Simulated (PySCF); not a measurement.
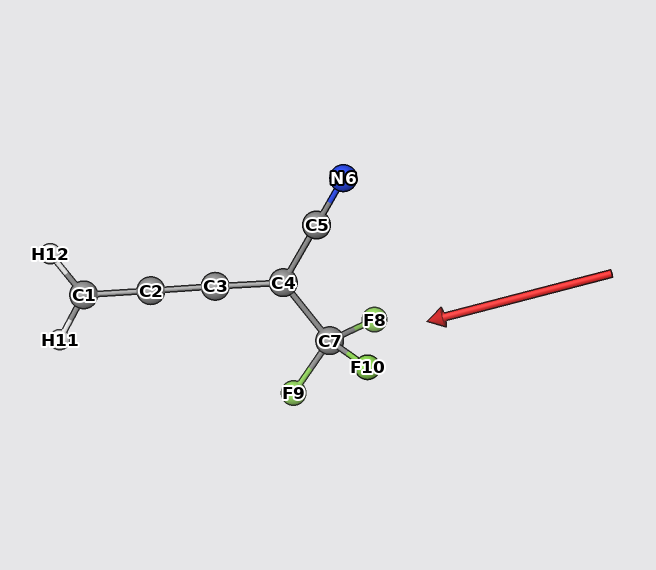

The arrow beside the molecule shows the direction of the dipole moment, from the negative to the positive end (its length means nothing). The computed structure is the end point of a GFN2-xTB optimisation. No frequency run is at hand to confirm it as a minimum. Level of theory: PBE0/pcSseg-1, gas phase (PySCF 2.14.0).

Q: Estimate the dipole moment.

A: 5.52 D; it points from the side of N6 to the side of H11 (the outermost atoms at the two ends).
